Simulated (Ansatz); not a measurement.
**Single-point calculation of BH$_{3}$**

The run: single-point calculation of BH$_{3}$. Method and program: RKS r2SCAN0-D4/def2-TZVPP (Ansatz 0.2.0).

The geometry comes from this level: PBE0-D4/def2-TZVP.

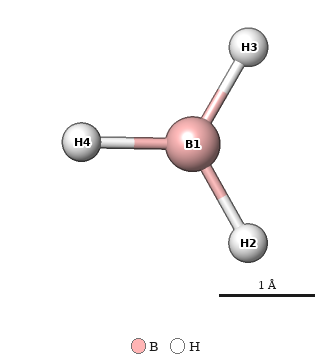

The structure as given in the input (ball-and-stick view, seen at a tilt; atoms are numbered from 1 in the order of the input).

### Results in brief

```tsv
quantity	value
outcome	converged
total energy	−723.4865 eV
mean-field energy	−723.4821 eV
dispersion energy	−0.0044 eV
SCF solution under orbital rotations	stable
hardware	2 threads of Arm Neoverse V1, 23 GiB of memory available, shared host
wall time	0.65 s (CPU time 0.96 s)
peak memory	0.34 GiB
```

### Input
```yaml
crystal:
  periodic: [false, false, false]
  atoms:
    - {symbol: B, position_ang: [-0.438211, -0.921918, -0.263222]}
    - {symbol: H, position_ang: [-1.040074, -0.486596, -1.197569]}
    - {symbol: H, position_ang: [0.599652, -1.486660, -0.432495]}
    - {symbol: H, position_ang: [-0.874203, -0.792495, 0.840380]}
basis:
  gaussian: {orbitals: def2-TZVPP}
hamiltonian: {xc: {name: r2SCAN0}, dispersion: d4}
```

Launch command:
```bash
ansatz run in.yaml --threads 2 --pin off --events-out ev --progress --plain --max-ram 4352MiB
```

### Log
```
Functional definition: r2SCAN0
  name "r2SCAN0"
  cite "Bursch, Neugebauer, Ehlert & Grimme, J. Chem. Phys. 156, 134105 (2022) doi:10.1063/5.0086040"
  cite "Furness, Kaplan, Ning, Perdew & Sun, J. Phys. Chem. Lett. 11, 8208 (2020) doi:10.1021/acs.jpclett.0c02405"
  cite "Furness, Kaplan, Ning, Perdew & Sun, J. Phys. Chem. Lett. 11, 9248 (2020) doi:10.1021/acs.jpclett.0c03077"
  parent r2scan
  parameter a = 0.25
  parameter k0 = 0.174
  parameter k1 = 0.065
  parameter a1 = 4.9479
  exchange = (1 - a)*r2scan_x(k0 = k0, k1 = k1, a1 = a1) + a*exact_x
  correlation = r2scan_c
346 factors; their error is unknown
mean field evaluation 1: about -722.9415 eV, gradient 1.3e1 eV
mean field evaluation 2: about -723.3524 eV, gradient 6.6e0 eV
mean field evaluation 4: about -723.4883 eV, gradient 1.9e-2 eV
mean field evaluation 8: about -723.4821 eV, gradient 1.0e-3 eV
mean field -723.48210915 eV, -26.5874771175 hartree, gradient 2.3e-5 eV, S^2 0.000000; 0 other end points of the search recorded, 0 dependent functions left out
reference -723.48211749 eV, -26.5874774238 hartree; 4, 4 occupied and 69, 69 virtual orbitals, 346 factors
Total energy: -723.48649555 eV, -26.5876383145 hartree
```
